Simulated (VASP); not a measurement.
Band structure of Sn6Ge2 (ordered alloy cell). These are modified Becke-Johnson potential (mBJ), VASP's PBE PAW potentials (set 64) (plane waves; VASP) values and carry that method's errors.

mBJ is a potential without an energy functional, so only the levels count. Unless said otherwise, spin-orbit coupling is left out, though it shifts the bands of the heavy elements here.

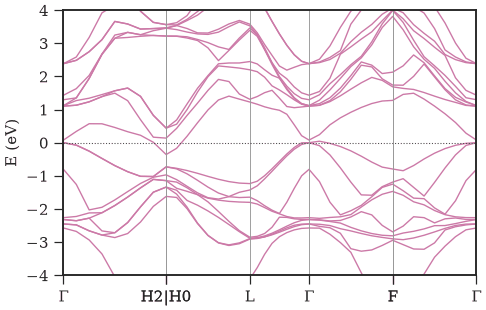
Figure: Bands along high-symmetry lines, zero at the valence-band maximum or, without a gap, the Fermi level

Question: Read the plot: is there a gap, and where are the band edges?

Answer: It has no gap at this level: it comes out as a metal or semimetal.

The structure was generated: Sn6Ge2 was put into an ordered model structure (R-3m), which need not be its known phase. It was relaxed first, which changed the volume by +8 %. The cell's shape comes from a PBE relaxation.
